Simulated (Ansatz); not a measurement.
Base system: SiC in the zinc blende structure (space group F-43m, No. 216; a = 4.3563 Å).

Structures relaxed with r2SCAN (Ansatz, a first-principles code, PAW, without spin-orbit coupling).

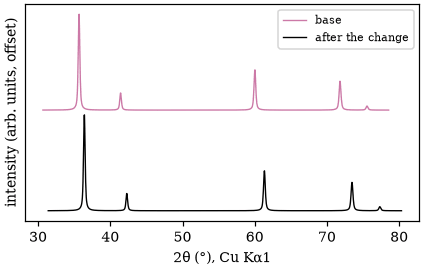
Simulated powder patterns before (top) and after one change

### Question
Which change produced these results?
(A) pressure 0.9 GPa
(B) pressure 22.5 GPa
(C) pressure 4.5 GPa
(D) pressure 15 GPa

### Answer
D, pressure 15 GPa. Its volume per atom is 9.74 Å³ against 10.33 Å³, and its space group is F-43m (No. 216).

Load acts through the strain it causes; cell and atoms are relaxed under it. Stability against distortions was not tested. Competing high-pressure phases were not computed.
